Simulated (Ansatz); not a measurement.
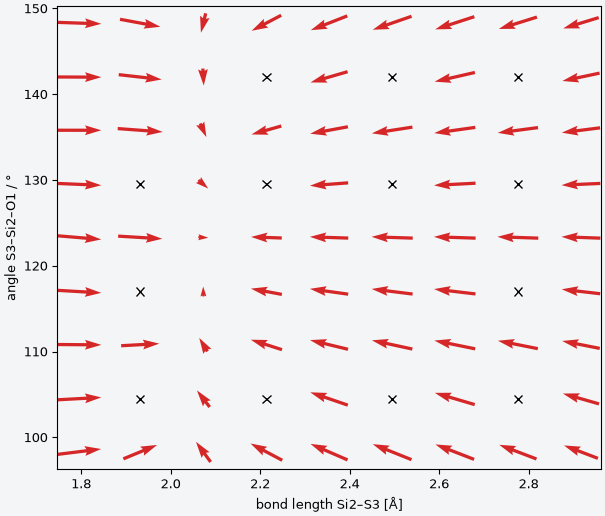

HOSSi, SMILES [O][SiH]=S, spin multiplicity 2. The first coordinate is: bond length Si2–S3; the second: angle S3–Si2–O1. Nothing is relaxed (all other coordinates rigid). The scan uses a 9 × 9 grid. At 13 points there is no value. Method: Ansatz, UKS r2SCAN0-D4/def2-SVP.

The picture shows crosses at grid points without a value, arrows along the force (downhill), their lengths compressed.

### The arrows alone are given. Where is the energy lowest?

The arrows converge at about bond length Si2–S3 = 2.083 Å, angle S3–Si2–O1 = 123° (read from the interpolated surface).

The energy map of the same scan:

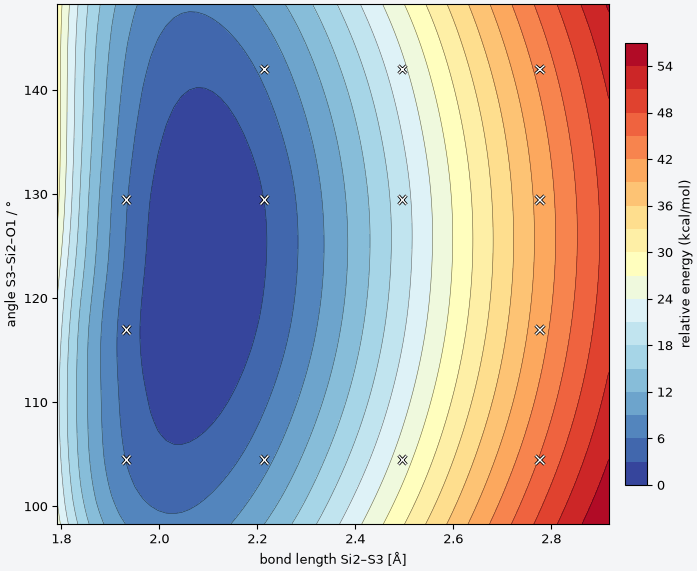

Energies are in kcal/mol, from the relaxed molecule at the same level; between grid points the surface is interpolated.
